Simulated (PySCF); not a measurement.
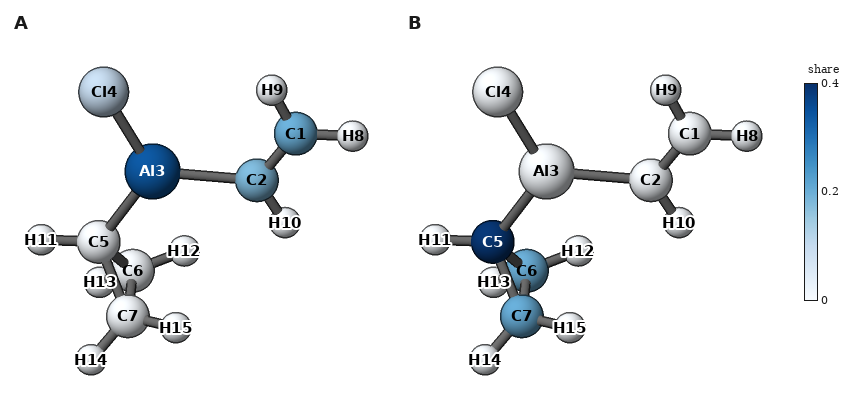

Each panel colours the atoms by their Löwdin share in one orbital (up to four of the largest shares; other atoms are shown as zero). The geometry was computed by an optimisation with GFN2-xTB. No frequency run is at hand to confirm it as a minimum. Level of theory: CAM-B3LYP/def2-SVPD (PySCF 2.14.0).

Question: The panels show the HOMO−2, LUMO, in some order. Which is which?

Answer: A: LUMO, −0.23 eV; Al3 0.34, C1 0.20, C2 0.18, Cl4 0.10
B: HOMO−2, −9.89 eV; C5 0.39, C7 0.20, C6 0.20

The geometry is semi-empirical. Around Al such bond lengths and angles can be off by a tenth of an ångström or more and by several degrees, and values that hang on the shape move with them.
